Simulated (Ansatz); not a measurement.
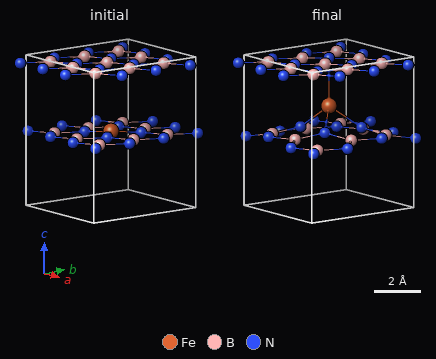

The structure of a defect cell of composition FeB17N18 (cell charge −1) before (left) and after (right) a relaxation, at one scale.

Style: ball-and-stick. Shown: the cell of the calculation (origin shifted), slightly off an axis.

These are results of DFT, PBE, plane-wave PAW, default files, scalar-relativistic in Ansatz, not measurements. Set-up: plane-wave cutoff 420 eV; k-point mesh 3 × 3 × 3; occupations fermi dirac; smearing width 0.01 eV; collinear spin; atoms relaxed in a fixed cell; force threshold 0.03 eV/Å; at most 40 steps.

Q: Summarise the run.

A: The energy falls by 7.579 eV per cell of the calculation in 10 accepted moves (11 points after the start). The largest force component goes from 17 to 0.03 eV/Å. The line search rejected the trial step at point 8 of the run. The atom that moves furthest is the Fe atom (1.12 Å along +c). Largest moves by element: Fe 1.12 Å, N 0.24 Å, B 0.23 Å. The cell doesn't change. Near-neighbour distances that change, for instance: Fe–N 3.198 → 2.105 Å, Fe–N 1.447 → 1.858 Å, B–N 1.442 → 1.408 Å, B–N 1.442 → 1.457 Å. New bonds form, among them: Fe–N (3.20 → 2.10 Å). Among the angles between lasting bonds that change: N–Fe–N 119.3° → 92.9°, B–N–B 120.0° → 123.5°, N–B–N 120.0° → 122.5°. The program noted that the starting moments weren't kept. Cost: 5.1 min on 4 threads of Arm Neoverse V2, on a shared host, peak memory 1.4 GiB.

Limits of the set-up: the periodic images lie only 6.6 Å apart, so the values are limited by the cell's size; the cell is charged, on a uniform background, and energies carry no finite-size correction.
